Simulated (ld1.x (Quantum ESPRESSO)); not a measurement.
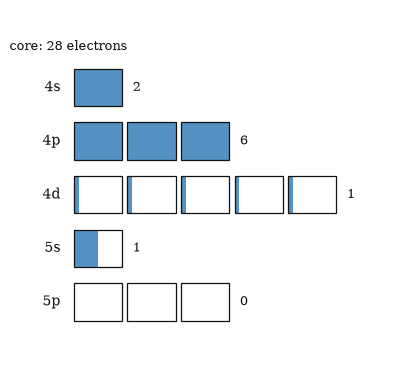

**Figure 1.** The valence shells of the reference configuration: a box for each of the 2l + 1 orbitals, shaded by the share of the shell that is filled, with the electron count at the right.

Run report: Sr, pseudopotential generation

System: strontium (Sr, Z = 38), core [Ar] 3d10, reference valence 4s2 4p6 4d1 5s1 5p0, valence charge 10.
Method: TM potential, LDA (PZ), fully relativistic, made with ld1.x (Quantum ESPRESSO) 7.5.

## The input
```
 &input
   title='Sr', zed=38., rel=2, dft='PZ', iswitch=3,
   config='[Kr] 4d1 5s1 5p0', rel_dist='average',
   nld=5, rlderiv=3.90, eminld=-5.0, emaxld=5.0, deld=0.02
 /
 &inputp
   pseudotype=2, tm=.true., lloc=2,
   nlcc=.true., rcore=0.45,
   file_pseudopw='Sr.UPF', file_wfcaegen='ae.wfc', file_wfcncgen='nc.wfc', file_beta='beta', file_chi='chi'
 /
3
4S  1  0   2.00   0.00  1.90  1.90  0.0
4P  2  1   6.00   0.00  0.45  0.45  0.0
4D  3  2   1.00   0.00  3.60  3.60  0.0
 &test
   configts(1)='4s2 4p6 4d1 5s1 5p0'
 /
```

Hardware: 1 CPU thread, shared host.

Command:
```bash
ld1.x < Sr.in > Sr.out
```

## Log
```
     Program LD1 v.7.5
     --------------------------- All-electron run ----------------------------

     Sr
     dirac relativistic calculation

     atomic number is 38.00
     dft =PZ   lsd =0 sic =0 latt =0  beta=0.20 tr2=1.0E-14
     Exchange-correlation= PZ
                           (   1   1   0   0   0   0   0)
     mesh =1221 r(mesh) = 100.72700 a.u. xmin = -7.00 dx = 0.01250
     1 Ry =  13.60569312 eV, c = 137.03599908

     n l j   nl                  e(Ry)          e(Ha)          e(eV)
     Spin orbit split results
     1 0 0.5 1S 1( 2.00)     -1169.0383      -584.5192    -15905.5767
     2 0 0.5 2S 1( 2.00)      -158.2356       -79.1178     -2152.9054
     2 1 0.5 2P 1( 2.00)      -144.1159       -72.0579     -1960.7967
     2 1 1.5 2P 1( 4.00)      -139.0971       -69.5485     -1892.5123
     3 0 0.5 3S 1( 2.00)       -24.3655       -12.1827      -331.5093
     3 1 0.5 3P 1( 2.00)       -19.2359        -9.6179      -261.7176
     3 1 1.5 3P 1( 4.00)       -18.4648        -9.2324      -251.2265
     4 0 0.5 4S 1( 2.00)        -2.9312        -1.4656       -39.8815
     4 1 0.5 4P 1( 2.00)        -1.6689        -0.8344       -22.7061
     4 1 1.5 4P 1( 4.00)        -1.5830        -0.7915       -21.5379
     3 2 1.5 3D 1( 4.00)        -9.4236        -4.7118      -128.2141
     3 2 2.5 3D 1( 6.00)        -9.2889        -4.6444      -126.3818
     4 2 1.5 4D 1( 0.40)        -0.0756        -0.0378        -1.0292
     4 2 2.5 4D 1( 0.60)        -0.0729        -0.0364        -0.9913
     5 0 0.5 5S 1( 1.00)        -0.2511        -0.1255        -3.4158
     5 1 0.5 5P 1( 0.00)        -0.0958        -0.0479        -1.3030
     5 1 1.5 5P 1( 0.00)        -0.0915        -0.0458        -1.2451
     Averaged results
     1 0     1S 1( 2.00)     -1169.0383      -584.5192    -15905.5767
     2 0     2S 1( 2.00)      -158.2356       -79.1178     -2152.9054
     2 1     2P 1( 6.00)      -140.7700       -70.3850     -1915.2738
     3 0     3S 1( 2.00)       -24.3655       -12.1827      -331.5093
     3 1     3P 1( 6.00)       -18.7218        -9.3609      -254.7235
     4 0     4S 1( 2.00)        -2.9312        -1.4656       -39.8815
     4 1     4P 1( 6.00)        -1.6116        -0.8058       -21.9273
     3 2     3D 1(10.00)        -9.3428        -4.6714      -127.1147
     4 2     4D 1( 1.00)        -0.0740        -0.0370        -1.0064
     5 0     5S 1( 1.00)        -0.2511        -0.1255        -3.4158
     5 1     5P 1( 0.00)        -0.0929        -0.0465        -1.2644

     final scf error:  1.6E-15 reached in  28 iterations

     Etot =   -6352.065208 Ry,   -3176.032604 Ha,  -86424.249921 eV

     Ekin =    6541.127786 Ry,    3270.563893 Ha,   88996.577332 eV
     Encl =  -15338.933986 Ry,   -7669.466993 Ha, -208696.828642 eV
     Eh   =    2648.504877 Ry,    1324.252438 Ha,   36034.744589 eV
     Exc  =    -202.763885 Ry,    -101.381943 Ha,   -2758.743200 eV

     normalization and overlap integrals

     s(1S/1S) =  1.000000  <r> =   0.0392  <r2> =    0.0021  r(max) =   0.0257
     s(2S/2S) =  1.000000  <r> =   0.1724  <r2> =    0.0351  r(max) =   0.1459
     s(2P/2P) =  1.000000  <r> =   0.1476  <r2> =    0.0267  r(max) =   0.1136
     s(2P/2P) =  1.000000  <r> =   0.1518  <r2> =    0.0281  r(max) =   0.1165
     s(3S/3S) =  1.000000  <r> =   0.4929  <r2> =    0.2791  r(max) =   0.4382
     s(3P/3P) =  1.000000  <r> =   0.4920  <r2> =    0.2830  r(max) =   0.4274
     s(3P/3P) =  1.000000  <r> =   0.5025  <r2> =    0.2950  r(max) =   0.4328
     s(4S/4S) =  1.000000  <r> =   1.3591  <r2> =    2.1044  r(max) =   1.1911
     s(4P/4P) =  1.000000  <r> =   1.5542  <r2> =    2.7943  r(max) =   1.3001
     s(4P/4P) =  1.000000  <r> =   1.5904  <r2> =    2.9269  r(max) =   1.3330
     s(3D/3D) =  1.000000  <r> =   0.4964  <r2> =    0.3007  r(max) =   0.3725
     s(3D/3D) =  1.000000  <r> =   0.5001  <r2> =    0.3051  r(max) =   0.3772
     s(4D/4D) =  1.000000  <r> =   3.9135  <r2> =   20.3329  r(max) =   2.2533
     s(4D/4D) =  1.000000  <r> =   3.9804  <r2> =   21.0347  r(max) =   2.2817
     s(5S/5S) =  1.000000  <r> =   4.4085  <r2> =   22.2622  r(max) =   3.6690
     s(5P/5P) =  1.000000  <r> =   6.1144  <r2> =   43.2539  r(max) =   5.0149
     s(5P/5P) =  1.000000  <r> =   6.2427  <r2> =   45.0636  r(max) =   5.1419

     ------------------------ End of All-electron run ------------------------

     --------------------- Generating NC pseudopotential ---------------------

      Generating local pot.: lloc=2, j= 1.50, matching radius rcloc =   3.6000

      Generating local pot.: lloc=2, j= 2.50, matching radius rcloc =   3.6000

      Computing core charge for nlcc:

       r > 0.45 : true rho core
       r < 0.45 : rho core = a sin(br)/r    a= 105.03  b=   4.88

      Integrated core pseudo-charge :  19.95

     Fully relativistic calculation: |psi|^2

     Wfc 4S LC norm =  0.99981618 SC norm =  0.00018382 missing  0.00000000

     Wfc 4P LC norm =  0.99985745 SC norm =  0.00014254 missing  0.00000001

     Wfc 4P LC norm =  0.99986313 SC norm =  0.00013682 missing  0.00000005

      Wfc   4S  rcut= 1.892  Using Troullier-Martins method

      Wfc   4P  rcut= 0.455  Using Troullier-Martins method

      Wfc   4P  rcut= 0.455  Using Troullier-Martins method

       Warning: n=2, l=1 expected 0 nodes, found 1
       Setting wfc to zero for this iteration
       (This warning will only be printed once per wavefunction)

     ------------------- End of pseudopotential generation -------------------

     --------------------------- All-electron run ----------------------------

     Sr
     dirac relativistic calculation

     atomic number is 38.00
     dft =PZ   lsd =0 sic =0 latt =0  beta=0.20 tr2=1.0E-14
     Exchange-correlation= PZ
                           (   1   1   0   0   0   0   0)
     mesh =1221 r(mesh) = 100.72700 a.u. xmin = -7.00 dx = 0.01250
     1 Ry =  13.60569312 eV, c = 137.03599908

     n l j   nl                  e(Ry)          e(Ha)          e(eV)
     Spin orbit split results
     1 0 0.5 1S 1( 2.00)     -1169.0383      -584.5192    -15905.5767
     2 0 0.5 2S 1( 2.00)      -158.2356       -79.1178     -2152.9054
     2 1 0.5 2P 1( 2.00)      -144.1159       -72.0579     -1960.7967
     2 1 1.5 2P 1( 4.00)      -139.0971       -69.5485     -1892.5123
     3 0 0.5 3S 1( 2.00)       -24.3655       -12.1827      -331.5093
     3 1 0.5 3P 1( 2.00)       -19.2359        -9.6179      -261.7176
     3 1 1.5 3P 1( 4.00)       -18.4648        -9.2324      -251.2265
     4 0 0.5 4S 1( 2.00)        -2.9312        -1.4656       -39.8815
     4 1 0.5 4P 1( 2.00)        -1.6689        -0.8344       -22.7061
     4 1 1.5 4P 1( 4.00)        -1.5830        -0.7915       -21.5379
     3 2 1.5 3D 1( 4.00)        -9.4236        -4.7118      -128.2141
     3 2 2.5 3D 1( 6.00)        -9.2889        -4.6444      -126.3818
     4 2 1.5 4D 1( 0.40)        -0.0756        -0.0378        -1.0292
     4 2 2.5 4D 1( 0.60)        -0.0729        -0.0364        -0.9913
     5 0 0.5 5S 1( 1.00)        -0.2511        -0.1255        -3.4158
     5 1 0.5 5P 1( 0.00)        -0.0958        -0.0479        -1.3030
     5 1 1.5 5P 1( 0.00)        -0.0915        -0.0458        -1.2451
     Averaged results
     1 0     1S 1( 2.00)     -1169.0383      -584.5192    -15905.5767
     2 0     2S 1( 2.00)      -158.2356       -79.1178     -2152.9054
     2 1     2P 1( 6.00)      -140.7700       -70.3850     -1915.2738
     3 0     3S 1( 2.00)       -24.3655       -12.1827      -331.5093
     3 1     3P 1( 6.00)       -18.7218        -9.3609      -254.7235
     4 0     4S 1( 2.00)        -2.9312        -1.4656       -39.8815
     4 1     4P 1( 6.00)        -1.6116        -0.8058       -21.9273
     3 2     3D 1(10.00)        -9.3428        -4.6714      -127.1147
     4 2     4D 1( 1.00)        -0.0740        -0.0370        -1.0064
     5 0     5S 1( 1.00)        -0.2511        -0.1255        -3.4158
     5 1     5P 1( 0.00)        -0.0929        -0.0465        -1.2644

     final scf error:  1.6E-15 reached in  28 iterations

     Etot =   -6352.065208 Ry,   -3176.032604 Ha,  -86424.249921 eV

     Ekin =    6541.127786 Ry,    3270.563893 Ha,   88996.577332 eV
     Encl =  -15338.933986 Ry,   -7669.466993 Ha, -208696.828642 eV
     Eh   =    2648.504877 Ry,    1324.252438 Ha,   36034.744589 eV
     Exc  =    -202.763885 Ry,    -101.381943 Ha,   -2758.743200 eV

     normalization and overlap integrals

     s(1S/1S) =  1.000000  <r> =   0.0392  <r2> =    0.0021  r(max) =   0.0257
     s(2S/2S) =  1.000000  <r> =   0.1724  <r2> =    0.0351  r(max) =   0.1459
     s(2P/2P) =  1.000000  <r> =   0.1476  <r2> =    0.0267  r(max) =   0.1136
     s(2P/2P) =  1.000000  <r> =   0.1518  <r2> =    0.0281  r(max) =   0.1165
     s(3S/3S) =  1.000000  <r> =   0.4929  <r2> =    0.2791  r(max) =   0.4382
     s(3P/3P) =  1.000000  <r> =   0.4920  <r2> =    0.2830  r(max) =   0.4274
     s(3P/3P) =  1.000000  <r> =   0.5025  <r2> =    0.2950  r(max) =   0.4328
     s(4S/4S) =  1.000000  <r> =   1.3591  <r2> =    2.1044  r(max) =   1.1911
     s(4P/4P) =  1.000000  <r> =   1.5542  <r2> =    2.7943  r(max) =   1.3001
     s(4P/4P) =  1.000000  <r> =   1.5904  <r2> =    2.9269  r(max) =   1.3330
     s(3D/3D) =  1.000000  <r> =   0.4964  <r2> =    0.3007  r(max) =   0.3725
     s(3D/3D) =  1.000000  <r> =   0.5001  <r2> =    0.3051  r(max) =   0.3772
     s(4D/4D) =  1.000000  <r> =   3.9135  <r2> =   20.3329  r(max) =   2.2533
     s(4D/4D) =  1.000000  <r> =   3.9804  <r2> =   21.0347  r(max) =   2.2817
     s(5S/5S) =  1.000000  <r> =   4.4085  <r2> =   22.2622  r(max) =   3.6690
     s(5P/5P) =  1.000000  <r> =   6.1144  <r2> =   43.2539  r(max) =   5.0149
     s(5P/5P) =  1.000000  <r> =   6.2427  <r2> =   45.0636  r(max) =   5.1419

     ------------------------ End of All-electron run ------------------------

     Computing logarithmic derivative in   3.88135

       Warning: n=2, l=0 expected 1 nodes, found 0
       Setting wfc to zero for this iteration
       (This warning will only be printed once per wavefunction)

       Warning: n=1, l=0 expected 0 nodes, found 2
       Setting wfc to zero for this iteration
       (This warning will only be printed once per wavefunction)

 %%%%%%%%%%%%%%%%%%%%%%%%%%%%%%%%%%%%%%%%%%%%%%%%%%%%%%%%%%%%%%%%%%%%%%%%%%%%%%
     Error in routine run_pseudo (1):
     Errors in PS-KS equation
 %%%%%%%%%%%%%%%%%%%%%%%%%%%%%%%%%%%%%%%%%%%%%%%%%%%%%%%%%%%%%%%%%%%%%%%%%%%%%%

     stopping ...
```

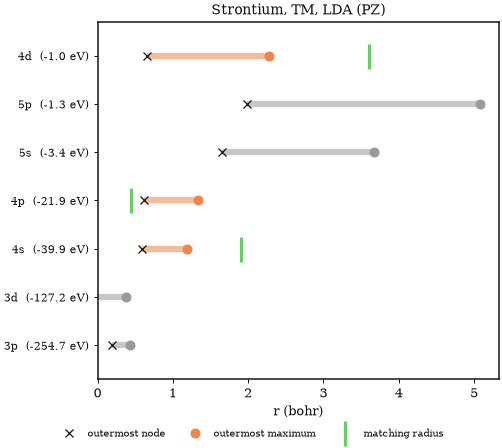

**Figure 2.** Outer shells of the all-electron reference atom: each bar runs from the outermost node (or the nucleus) to the outermost maximum of u(r); the tick is the radius chosen for the pseudo-wave. Shells without a tick have no pseudo-wave of their own. Levels, nodes and maxima are from ld1.x, scalar-relativistic.

- Radii against the shells: 4s: 1.90 bohr, outside the maximum; 4p: 0.45 bohr, inside the outermost node; 4d: 3.60 bohr, outside the maximum.

## What the run reported

```
 quantity                value
  outcome  ended with an error
wall time                1.2 s
```

## What went wrong

The generator stopped with the message “run_pseudo: Errors in PS-KS equation”. In words: the pseudo-atom solver did not find the valence states with the expected number of nodes, which is the usual sign of a ghost state. The 4p radius (0.450 bohr) lies inside the outermost all-electron node (0.613 bohr).
